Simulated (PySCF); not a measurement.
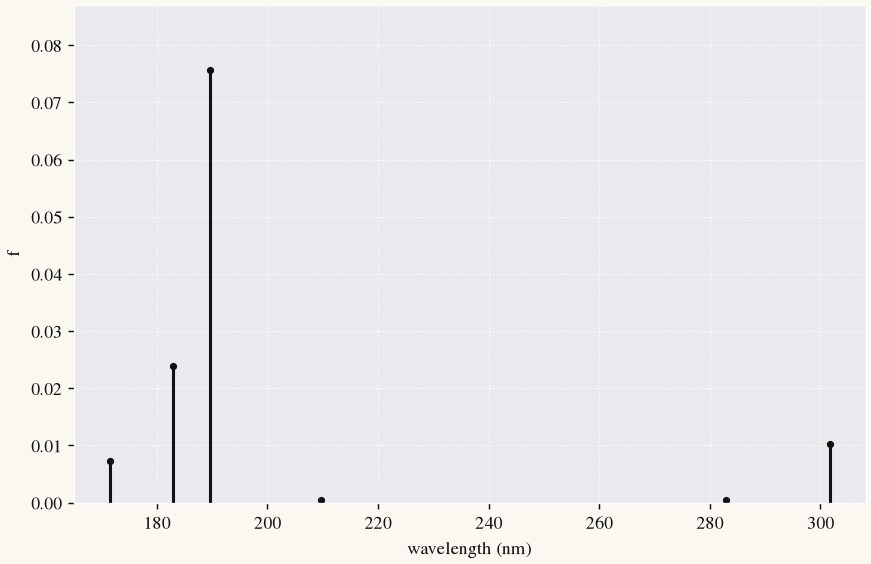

Computed absorption of C₆H₁₀O₂ (methylacetylacetone), SMILES CC(=O)C(C)C(C)=O. Vertical TDDFT excitations, PBE0/def2-SVPD in PySCF, at a GFN2-xTB geometry (no frequency check), gas phase. The lowest 6 singlet states are shown.

### Which of the computed transitions is the brightest, and what character does the calculation give it?

S4 at 6.54 eV (190 nm), f = 0.076, mainly HOMO−1 → LUMO+1 (88 %).

### Where is the lowest singlet, and is it bright?

S1 lies at 4.11 eV (302 nm) with f = 0.010, mainly HOMO → LUMO (90 %); it is weak.

### List the transitions behind the spectrum.

```csv
state,E (eV),λ (nm),f,main character
S1,4.11,302,0.010,HOMO → LUMO (90 %)
S2,4.38,283,0.000,HOMO−1 → LUMO (86 %)
S3,5.91,210,0.000,HOMO → LUMO+1 (85 %)
S4,6.54,190,0.076,HOMO−1 → LUMO+1 (88 %)
S5,6.77,183,0.024,HOMO → LUMO+2 (97 %)
S6,7.23,172,0.007,HOMO−1 → LUMO+2 (92 %)
```

Note: the tight-binding geometry is rougher than a DFT one and adds to the error; one conformer of a flexible molecule; core orbitals are frozen in the response.
